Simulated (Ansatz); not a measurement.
# What LaGaO3 (Pm-3m) distorts into, part 3 of 3

Wanted: the energy along a soft mode of LaGaO3 (Pm-3m) and the structure at the end.

Ansatz 0.2.0; DFT PBEsol, scalar-relativistic, plane waves, PAW; PAW set soft_1.

So far. Step 5 (Energy along the mode, all amplitudes (two of the runs …): The lowest of the steps tried is at 0.45 Å, 42.8 meV/atom below the parent; the bottom of the well need not coincide with a step. Step 7 (The new phase in its own primitive cell): The largest force component left is 0.38 meV/Å and the pressure is -0.004 GPa, within the tolerances set. The cell now holds 11.69 Å³/atom. The relaxed cell has a, b, c = 5.467, 7.735, 5.531 Å (conventional setting).

## Step 8: Modes of the new phase, k-mesh 6×6×6

A relaxed structure may still be a saddle point, so its zone-centre modes are computed. The response to a homogeneous field gives the Born charges and the dielectric tensor.

Input file input.yaml:

```yaml
crystal:
  lattice:
    - [-2.733460108, 3.8674588707, 2.7656589299]
    - [2.733460108, -3.8674588707, 2.7656589299]
    - [2.733460108, 3.8674588707, -2.7656589299]
  atoms:
    - { symbol: La, position: [0.2570716945, 0.5070716945, 0.75] }
    - { symbol: La, position: [0.7429283055, 0.4929283055, 0.25] }
    - { symbol: Ga, position: [0.0, 0.0, 0.0] }
    - { symbol: Ga, position: [0.5, 0.0, 0.5] }
    - { symbol: O, position: [0.70716912, 0.0, 0.20716912] }
    - { symbol: O, position: [0.29283088, 0.0, 0.79283088] }
    - { symbol: O, position: [0.1722128482, 0.9222128482, 0.25] }
    - { symbol: O, position: [0.8277871518, 0.0777871518, 0.75] }
    - { symbol: O, position: [0.29283088, 0.5, 0.29283088] }
    - { symbol: O, position: [0.70716912, 0.5, 0.70716912] }
kpoints:
  mp_grid: { grid: [6, 6, 6] }
hamiltonian:
  xc: pbesol
  pseudopotentials: { kind: paw, azcp: { folder: soft_1 }, xc_functional: pbe }
scf:
  occupations: { method: fixed }
output:
  eigenvalues: true
phonons:
  method: dfpt
  dielectric: true
  rigid_motions: translations
```

On the command line:

```
ansatz run input.yaml --threads 4 --pin off --max-ram 10240MiB --backend cpu --events-out ev --progress --plain --runs-dir out
```

Numbers of over 12 decimals in the logs are rounded to 6 here.

The program printed:

```text
[...]
Crystal: 10 atoms, lattice volume = 116.949 Å³
Basis set: ecut = 420 eV, 2253 PW (Γ), exchange–correlation on 80×80×80 points (8 copies of the dense FFT grid, shifted against one another)
Bands: 52, of which v1, the nominal top of the filled ones, is band 42 counted from 1 (41 counted from 0)
Symmetry: 8 space group operations
k-points: 112 of 216 (irreducible under 1 space group operation, time reversal used)
[...]
SCF iter   1: F=—  HF=-23187.977209 eV  |F-HF|=—  |Δ(HF+E_count)|=         —  Δρ=8.18e-2  dr2=5.42e0  ethr=3.10e-3  ⟨swp⟩=3.6  Hψ=20849  notcnv=0  defer=97
[...]
SCF iter  12: F=-23186.763664 eV  HF=-23186.763664 eV  |F-HF|=5.46e-11  |Δ(HF+E_count)|=  4.11e-10  Δρ=2.68e-7  dr2=9.38e-11  ethr=1.00e-12  ⟨swp⟩=18.5  Hψ=51604  notcnv=0
SCF 1 converged in 12 iterations: F = -23186.763664 eV  dr2 = 9.38e-11
[...]
NSCF: frozen V_eff on 5 k-points
DFPT response loops at Γ: preconditioner auto → none (the input reference at scf.mixing.eps_inf says where Resta's filter doesn't serve); β = 0.50; Broyden in place of MSR1
SCF converged after 12 iterations
Free energy (F): -23186.763664 eV
[...]
Internal energy: -23186.763664 eV  (E = F + TS)
E sigma→0 (E₀):  -23186.763664 eV
Fermi energy:    11.187618 eV
[...]
--- Band table (eV; the first three rows and the last of 112) ---
  k-point 0: bands = [... 38 lower, 10.8467, 10.8505, 10.9962, 11.0247, 14.6642, 15.3870, 15.8079, 15.9173, ... 6 higher]
  k-point 1: bands = [... 38 lower, 10.6436, 10.7090, 10.8319, 10.8736, 15.1451, 15.5824, 15.8092, 15.9054, ... 6 higher]
  k-point 2: bands = [... 38 lower, 10.5027, 10.5318, 10.7913, 10.7961, 15.7552, 15.8778, 15.9390, 15.9667, ... 6 higher]
  k-point 111: bands = [... 38 lower, 10.1948, 10.2590, 10.8305, 11.0302, 15.8673, 15.8971, 15.9128, 15.9693, ... 6 higher]
--- Phonons (Γ-DFPT): 12 representative perturbations + reference, on 112 of 216 k-points (Σ response iterations 57) ---
  k mesh reduced under 1 symmetry operation, with k and −k counted as one. Each operation leaves every solved perturbation unchanged. A smaller set is not considered because the run solves the response to a homogeneous field
  ASR residual: 2.959e-4 → 0.000e0 eV/Å²; symmetrization residual: 1.057e-5 eV/Å²
  ASR residual per site (eV/Å²): 2.96e-4 2.96e-4 4.55e-5 4.55e-5 1.05e-4 1.05e-4 1.93e-4 1.93e-4 1.05e-4 1.05e-4
  Γ frequencies (cm⁻¹): 0.00 0.00 0.00 82.27 88.25 127.95 136.95 148.56 155.02 158.98 174.97 218.78 260.34 263.29 272.14 281.05 283.75 288.84 294.24 295.99 377.97 386.23 393.79 406.91 410.54 435.04 557.42 562.76 603.83 696.77
  ε∞ (high-frequency dielectric tensor):
        5.045604    -0.000000     0.000000
       -0.000000     4.996163     0.000000
       -0.000000     0.000000     5.255737
  ε⁰ (static dielectric tensor: ions relaxed, cell fixed):
       37.894584     0.000000     0.000000
        0.000000    24.942291     0.000000
        0.000000     0.000000    23.884158
  ε⁰ − ε∞ (ionic part):
       32.848980     0.000000     0.000000
        0.000000    19.946127     0.000000
        0.000000     0.000000    18.628421
  softest optical mode at Γ: 82.27 cm⁻¹; the repairs (sum rule, projections) moved no ω² at Γ by more than (2.95 cm⁻¹)²
  Born effective charges Z* (e; rows j = field, columns β = displacement):
    site 0:
         4.25968    0.00000    0.00000
         0.00000    4.01199    0.00000
         0.00000    0.00000    4.69106
    site 1:
         4.25968   -0.00000    0.00000
        -0.00000    4.01199    0.00000
        -0.00000    0.00000    4.69106
    site 2:
         3.25590   -0.00000    0.00000
         0.00000    3.38348    0.16256
         0.00000   -0.02658    3.38131
    site 3:
         3.25590    0.00000    0.00000
        -0.00000    3.38348   -0.16256
        -0.00000    0.02658    3.38131
    site 4:
        -2.65217    0.00000    0.11078
         0.00000   -2.33701   -0.00000
         0.11577   -0.00000   -2.67391
    site 5:
        -2.65217    0.00000    0.11078
         0.00000   -2.33701   -0.00000
         0.11577   -0.00000   -2.67391
    site 6:
        -2.21124    0.00000    0.00000
        -0.00000   -2.72145   -0.00000
        -0.00000   -0.00000   -2.72456
    site 7:
        -2.21124    0.00000    0.00000
        -0.00000   -2.72145   -0.00000
         0.00000   -0.00000   -2.72456
    site 8:
        -2.65217   -0.00000   -0.11078
        -0.00000   -2.33701   -0.00000
        -0.11577   -0.00000   -2.67391
    site 9:
        -2.65217   -0.00000   -0.11078
        -0.00000   -2.33701   -0.00000
        -0.11577   -0.00000   -2.67391
  Z* charge neutrality: 8.373e-5 e pre-enforcement
  k-mesh period / interband length: 32.8 Å / 1.54 Å = 21.35 at k = (0.0000, 0.0000, 0.0000), direct gap 3.639 eV — 14 or more, which is no proof of convergence
  optical modes at Γ without the LO–TO term, one row a degenerate level:
      ω (cm⁻¹)  modes    IR ((D/Å)²/amu)
         82.27      1             0.0000
[...]
optical modes at Γ + LO–TO along q̂ = [1.0000, 0.0000, 0.0000]:
      ω (cm⁻¹)  modes    IR ((D/Å)²/amu)
[...]
optical modes at Γ + LO–TO along q̂ = [0.0000, 1.0000, 0.0000]:
      ω (cm⁻¹)  modes    IR ((D/Å)²/amu)
[...]
optical modes at Γ + LO–TO along q̂ = [0.0000, 0.0000, 1.0000]:
      ω (cm⁻¹)  modes    IR ((D/Å)²/amu)
[...]
295.99      1            12.7916
        375.57      1             0.7273
        377.97      1             0.0000
        393.79      1             0.0000
        406.91      1             0.0000
        410.54      1             0.0000
        435.04      1             0.0000
        537.27      1            30.1898
        557.42      1             9.8325
        562.76      1             7.0200
        657.17      1            46.3928
        696.77      1             0.0000
```

Run time: 10 min. Hardware: 4 threads of Arm Neoverse V1, shared host; peak memory 3.2 GiB; 39 min of CPU time.

This step gave:

```yaml
sum_rule_residual_before_enforcement: 2.96e-4 eV/Å²
miss_of_the_charge_sum_rule: 8.37e-5 e
point_group: mmm
highest_optical_mode_at_the_zone_centre_no_lo_to_term: 696.8 cm⁻¹
lowest_optical_zone_centre_mode: 82.27 cm⁻¹
mean_high_frequency_dielectric_constant: 5.099
largest_born_charge_third_of_the_trace: 4.321 e
mean_static_dielectric_constant: 28.91
top_of_the_zone_centre_spectrum_with_the_field: 696.8 cm⁻¹
```

Without the LO-TO term. Patterns of degenerate modes are one choice out of their space. Modes at Γ, with each element's share of the kinetic energy:

```csv
mode,frequency (cm⁻¹),symmetry,La %,Ga %,O %
1,0.0,acoustic,54,27,19
2,0.0,acoustic,54,27,19
3,0.0,acoustic,54,27,19
4,82.3,B1g,0,0,100
5,88.2,B2g,35,0,65
6,128.0,B3u,39,17,43
7,136.9,B3g,100,0,0
8,148.6,B2g,64,0,36
9,155.0,Ag,98,0,2
10,159.0,B2u,45,36,19
11,175.0,B1u,44,42,14
12,218.8,B3u,6,21,73
13,260.3,B2u,1,49,50
14,263.3,B3u,0,30,70
15,272.1,B1u,1,81,18
16,281.1,Au,0,36,64
17,283.8,Ag,2,0,98
18,288.8,Au,0,64,36
19,294.2,B1u,0,45,55
20,296.0,B2u,1,84,15
21,378.0,B2g,1,0,99
22,386.2,B1u,0,1,98
23,393.8,B3g,0,0,100
24,406.9,B1g,0,0,100
25,410.5,B3g,0,0,100
26,435.0,Ag,0,0,100
27,557.4,B3u,0,4,96
28,562.8,B2u,0,3,97
29,603.8,B1u,0,3,96
30,696.8,B3g,0,0,100
```

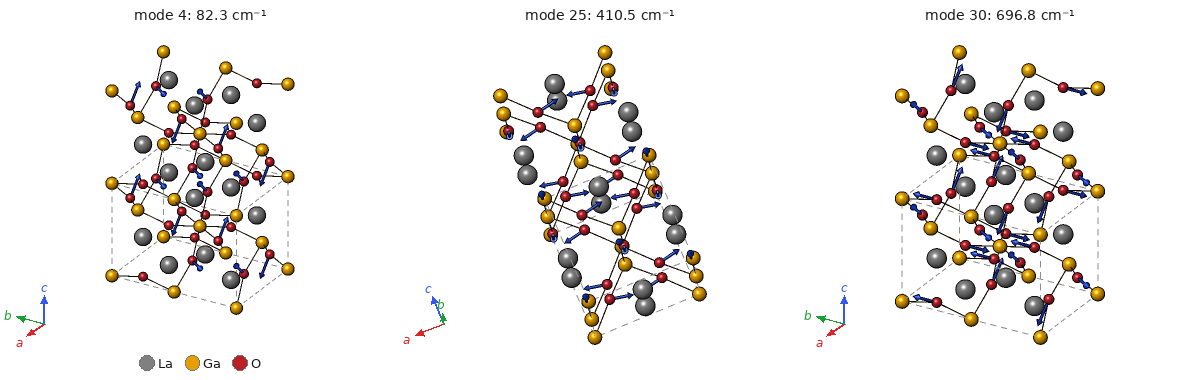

Displacement patterns of modes 4, 25 and 30 at Γ; arrows are exaggerated. 1×1×2 conventional cells are drawn. Some periodic images of atoms are drawn too.

Optical modes at the zone centre, without and with the macroscopic field of the longitudinal modes; each column is sorted by frequency, so a row need not hold one and the same mode. Modes with and without the field, by row:

```csv
rank among optical modes,no field (cm⁻¹),"q along (1, 0, 0) (cm⁻¹)","q along (0, 1, 0) (cm⁻¹)","q along (0, 0, 1) (cm⁻¹)"
1,82.3,82.3,82.3,82.3
2,88.2,88.2,88.2,88.2
3,128,136.9,128,128
4,136.9,148.6,136.9,136.9
5,148.6,155,148.6,148.6
6,155,159,155,155
7,159,175,175,159
8,175,176.3,178.3,189.5
9,218.8,220.6,218.8,218.8
10,260.3,260.3,263.3,260.3
11,263.3,272.1,272.1,263.3
12,272.1,281.1,281.1,277.2
13,281.1,283.8,283.8,281.1
14,283.8,288.8,286.7,283.8
15,288.8,294.2,288.8,288.8
16,294.2,296,294.2,296
17,296,378,378,375.6
18,378,386.2,386.2,378
19,386.2,393.8,393.8,393.8
20,393.8,406.9,406.9,406.9
21,406.9,410.5,410.5,410.5
22,410.5,435,435,435
23,435,457.6,481.4,537.3
24,557.4,562.8,557.4,557.4
25,562.8,603.8,603.8,562.8
26,603.8,632.6,625.9,657.2
27,696.8,696.8,696.8,696.8
```

Born charge (rows field, columns displacement) (e), principal values of the symmetric part by kind of site:

```csv
atom,atoms with these values,low,middle,high,mean
La1,2,4.01,4.26,4.69,4.32
Ga3,2,3.26,3.31,3.45,3.34
O5,4,-2.78,-2.55,-2.34,-2.55
O7,2,-2.72,-2.72,-2.21,-2.55
```

In full for O5:

```
-2.65  0.00  0.11
 0.00 -2.34  0.00
 0.12  0.00 -2.67
```

High-frequency dielectric tensor:

```
5.05 0.00 0.00
0.00 5.00 0.00
0.00 0.00 5.26
```

Static dielectric tensor (ions relaxed, fixed cell):

```
37.89  0.00  0.00
 0.00 24.94  0.00
 0.00  0.00 23.88
```

Transverse modes. Infrared lines, with heights relative to the strongest:

```csv
position (cm⁻¹),label,relative intensity
82,B1g,0.0
88,B2g,0.0
128,B3u,45
137,B3g,0.0
149,B2g,0.0
155,Ag,0.0
159,B2u,22
175,B1u,19
219,B3u,2.7
260,B2u,81
263,B3u,83
272,B1u,30
281,Au,0.0
284,Ag,0.0
289,Au,0.0
294,B1u,100
296,B2u,29
378,B2g,0.0
386,B1u,14
394,B3g,0.0
407,B1g,0.0
410,B3g,0.0
435,Ag,0.0
557,B3u,22
563,B2u,16
604,B1u,12
697,B3g,0.0
```

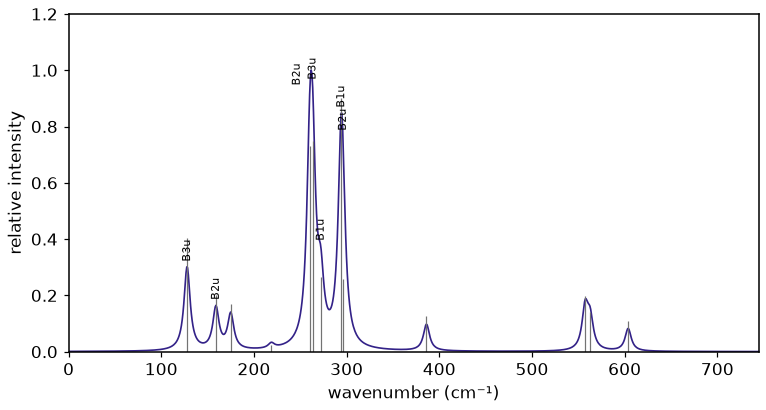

The infrared spectrum, broadened with Lorentzians of width 8 cm⁻¹; bars mark the lines.

Before it was imposed, the acoustic sum rule was missed by 3.0e-4 eV/Å² and the charge sum rule by 8.4e-5 e. Small misses are needed for a sound result but don't prove that mesh and cutoff are converged. The lowest optical mode is real, 82.3 cm⁻¹.

## Step 9: What came out

```yaml
unstable_mode_of_the_parent: q = (-0.5, -0.5, -0.5), 213i cm⁻¹
depth_at_the_lowest_point_sampled: 42.8 meV/atom
largest_atomic_shift_at_that_point: 0.45 Å
space_group_reached_within_0p01_a: Imma
energy_gained_over_the_parent_first_relaxation_on_the_mesh_of_the_frozen_mode: 49.1 meV/atom
volume_per_atom_phase_reached: 11.7 Å³
gap_on_the_k_mesh_phase_reached: 3.48 eV
lowest_optical_zone_centre_mode_phase_reached: 82.3 cm⁻¹
highest_optical_mode_at_the_zone_centre_no_lo_to_term_phase_reached: 697 cm⁻¹
```

In words: Along this mode the structure falls into Imma, 49.1 meV/atom below the parent. At the parent's cell the well is 42.84 meV/atom deep on the steps tried, with its lowest point at a shift of 0.45 Å. Relaxing atoms and cell changes the gain by +6.26 meV/atom against the lowest step (energies at zero smearing). The new phase has no imaginary mode at the zone centre of its cell; other wavevectors were not checked. Of the 4 patterns followed to their end from this parent, this one reaches the lowest energy. Another end point lies within 1 meV/atom; how such a difference moves with mesh and cutoff was not tested. Each path keeps the symmetry of its pattern, so a lower phase may lie along a pattern not tried. Spin-orbit coupling is left out, which can matter for the heavy elements here. The PAW files were made for PBE and serve the other functionals too.

[Logs are printed without paths, hosts, clocks, repeated set-up lines and the standing remarks that a program may print on its own settings, such as how far it seeks lower states.]

[Hosts, paths, dates, database ids (printed as entryN), source tags and the programs' standing remarks are cut or masked in the printed files.]
